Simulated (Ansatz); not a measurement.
**SiS2, pressure series**

Start from SiS₂ (space group I-42d, No. 122; a = 5.556 Å, c = 8.694 Å).

Cell and atoms are relaxed at each pressure.

Calculations: r2SCAN (Ansatz, a quantum-chemistry and plane-wave program, PAW, no spin-orbit coupling), earlier PAW set.

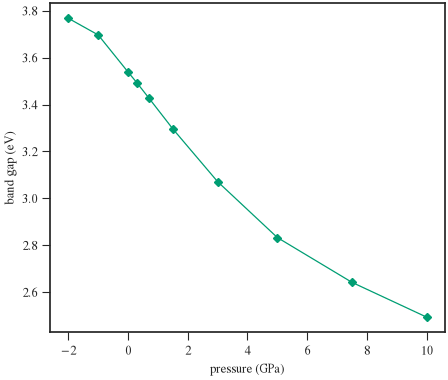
Figure: Band gap against pressure

**Question.** From the plot, what is the band gap for pressure 0.7 GPa?

**Answer.** About 3.4 eV.

**Question.** Is the trend monotonic over the range shown?

**Answer.** Yes, it falls throughout, spanning 2.49 eV to 3.77 eV.

Load acts through the strain it causes; cell and atoms are relaxed under it. Stability against distortions was not tested. Competing high-pressure phases were not computed.
